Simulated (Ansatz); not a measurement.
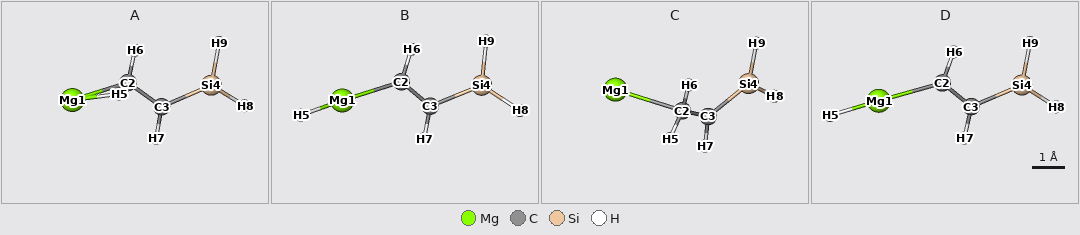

4 geometries from a converged minimum-energy path of C2H5MgSi (charge +1), shuffled. Style: ball-and-stick. Shown at a tilt.

All numbers below come from UKS PBE0-D4/def2-SVP in Ansatz. Settings: 5 movable images; climbing image; force threshold 0.05 eV/Å; iteration limit 60; starting path through a guess of the saddle point.

**Which of them lies highest in energy?**

A. In order along the path, whose images run from 0 to 6: D (image 0, 0.00 eV), B (image 1, +0.04 eV), A (image 4, +1.42 eV), C (image 6, −1.05 eV). A hydrogen atom shifts from one atom to another. Breaking: Mg1–H5 (1.67 → 1.79 at the top → 2.59 Å). Forming: C2–H5 (3.85 → 1.79 at the top → 1.10 Å).
